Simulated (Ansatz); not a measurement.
## Electronic structure of AlClH2···CH4 in real space

Input file:

```
crystal:
  periodic: [false, false, false]
  atoms:
    - { symbol: Al, position_ang: [-0.060351, -0.489365, -0.468274] }
    - { symbol: C, position_ang: [-0.036599, -0.182222, 2.683199] }
    - { symbol: H, position_ang: [-0.950644, -0.084189, 3.274733] }
    - { symbol: H, position_ang: [0.82264, -0.353388, 3.337561] }
    - { symbol: H, position_ang: [0.126016, 0.748207, 2.122998] }
    - { symbol: H, position_ang: [1.407786, 0.044192, -0.652356] }
    - { symbol: H, position_ang: [-1.398911, 0.31675, -0.649611] }
    - { symbol: Cl, position_ang: [-0.269509, -2.63145, -0.0209] }
    - { symbol: H, position_ang: [-0.142727, -1.056835, 2.016952] }
basis:
  gaussian: { orbitals: "6-31G*" }
hamiltonian:
  xc: b3lyp
  dispersion: d4
relax:
  f_tol: 0.03
  max_steps: 50
output:
  orbitals: {}
```

Run with:

```sh
ansatz run input.yaml --threads 1 --pin off --max-ram 2048MiB --backend cpu --events-out ev --progress --plain --runs-dir out
```

The fields are those of the run's last geometry, not of the input's.

Computed with RKS B3LYP-D4/6-31G* (Ansatz 0.2.0).

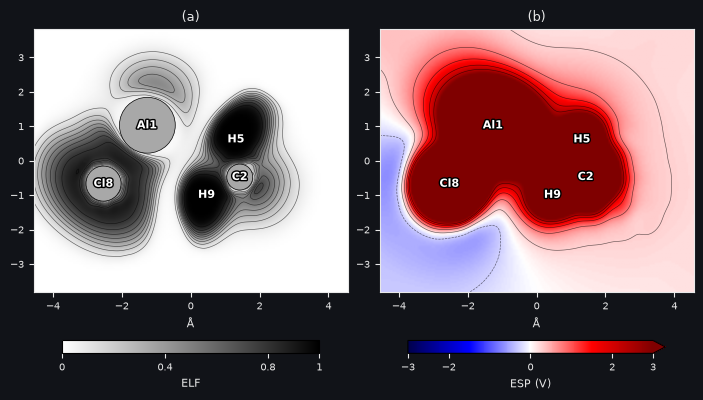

Figure 1. (a) ELF; (b) electrostatic potential on the plane of atoms H5, C2 and H9. Grey discs cover the atomic cores in the ELF map.

Question: Interpret the plot.

Answer: The plane passes through Al, C, H and Cl nuclei. Al1···H5 (2.61 Å): the ELF climbs to about 1 towards the hydrogen. Al–Cl (2.12 Å): the ELF peaks at about 0.90 in the valence shell of Cl, 0.8 Å from its nucleus, and is about 0.85 at the midpoint. C–H (1.10 Å): the ELF climbs to about 1 towards the hydrogen; a covalent bond by its length. The ELF also peaks beside Cl8, away from the bonds: lone-pair regions. Outside the dense part of the complex the potential is most negative (−0.7 V) near Cl8.

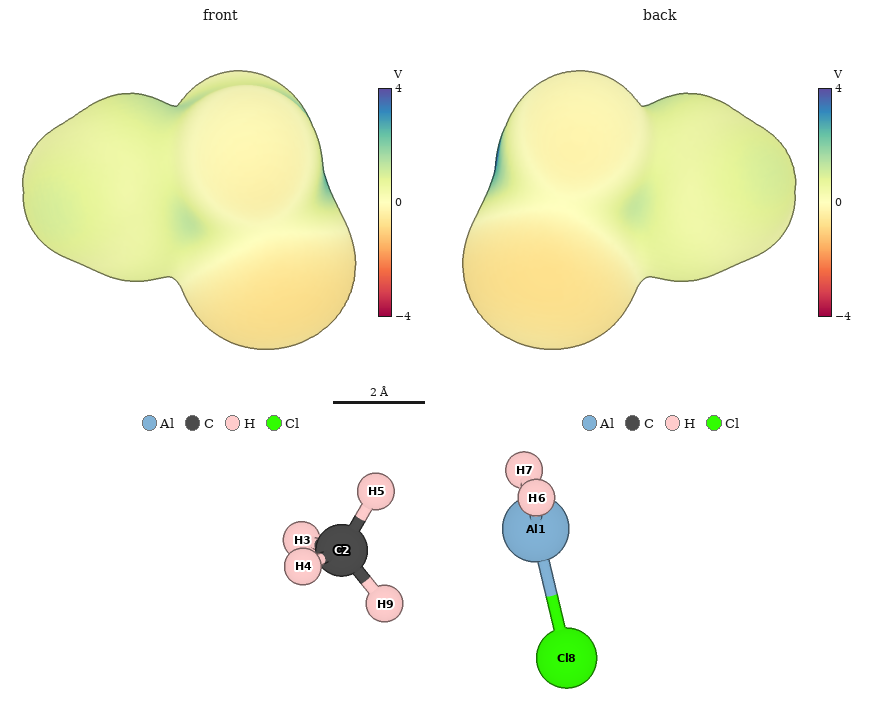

Figure 2. The electrostatic potential painted on the density surface at 0.002 e/bohr³, seen from the front and from behind; the colour scale runs from red (negative) to blue (positive). The bare structure is drawn below in the same view.

Question: Describe the electrostatic potential map.

Answer: The most negative region (about −0.8 V) lies over Cl8, the most positive (about +3.1 V) over Al1.

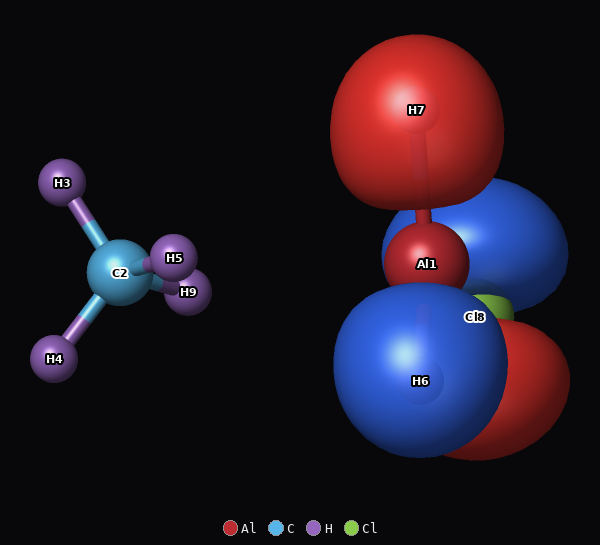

Figure 3. The HOMO at ±0.15 Å⁻³ᐟ² (blue and red are the two phases), seen from one side.

Question: Where does this orbital lie, and at what energy?

Answer: Its weight (Hirshfeld) is mainly on Cl8 (about 45 %), Al1 (about 20 %), H6 (about 15 %) and H7 (about 15 %). Its energy is −8.16 eV.
